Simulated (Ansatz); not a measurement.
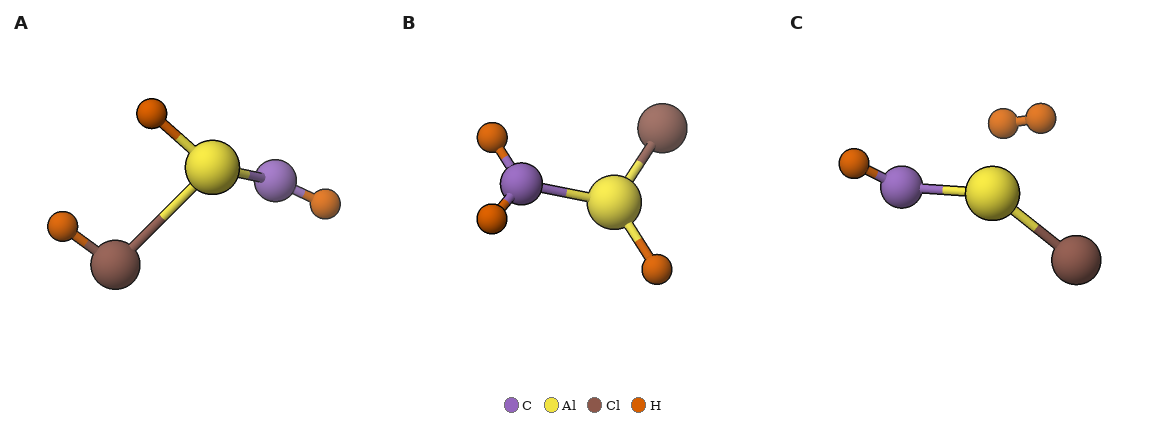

3 stationary structures of one formula. The species is neutral and a spin doublet. Geometries: PBE0-D4/def2-TZVP. Electronic energies: UHF-CCSD(T) (frozen core)/def2-TZVPP (Ansatz 0.2.0), without zero-point energy. No frequency run is at hand to confirm each as a minimum.

> Which structure is the most stable?

B is lowest (Cs); C lies 312.0 kJ/mol above it (C1), A lies 425.5 kJ/mol above it (C1).

The determinant isn't a pure spin state (⟨S²⟩ up to 1.59).
